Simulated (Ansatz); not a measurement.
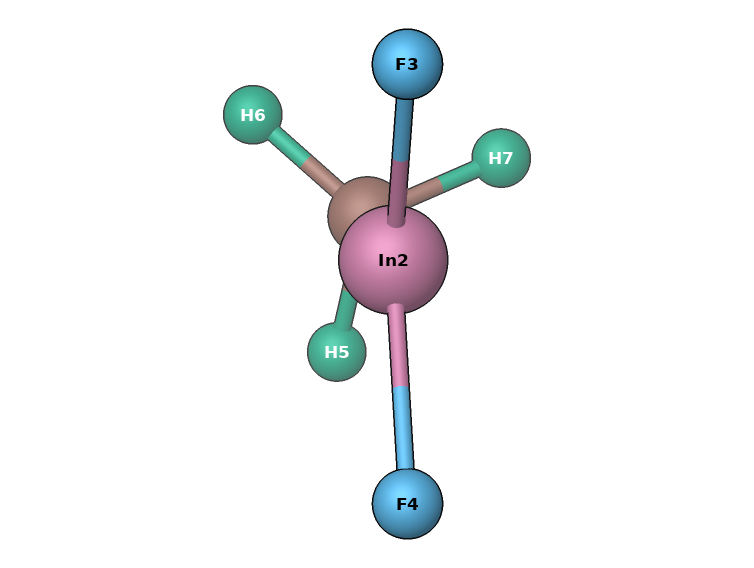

C1 lies behind In2. The molecule seen nearly along the In2–C1 bond, In2 in front. Atoms fade into the background with distance from the viewer. The geometry was computed by an optimisation with PBE0-D4/def2-TZVP.

Question: What is the torsion angle F3–In2–C1–H5? The sign is positive where the front bond must turn clockwise to cover the back bond.

Answer: −170°, antiperiplanar (anti).
